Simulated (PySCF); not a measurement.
Vertical excitations of a molecule C3H8Si from PySCF with TDDFT-PBE0/def2-SVPD, as energy in eV (oscillator strength): 6.54 (0.328), 6.68 (0.001), 6.87 (0.001), 7.43 (0.004), 7.52 (0.010), 7.66 (0.017), 7.81 (0.010), 8.06 (0.002), 8.13 (0.023), 8.34 (0.009). Lowest triplet (TDA): 3.96 eV. Geometry optimised at r2SCAN-D4/def2-SVP. Other conformers were not sampled.

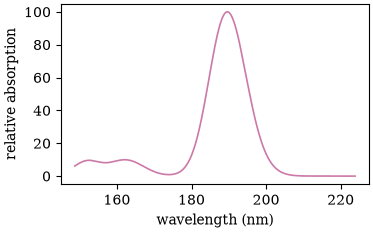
Fig. 1. The lines broadened by 0.4 eV.

Pick the molecule that these values belong to.
A) C/C=C\[SiH3]
B) C1C[SiH2]C1
C) C=C(C)[SiH3]
D) C=CC[SiH3]

A, C/C=C\[SiH3]
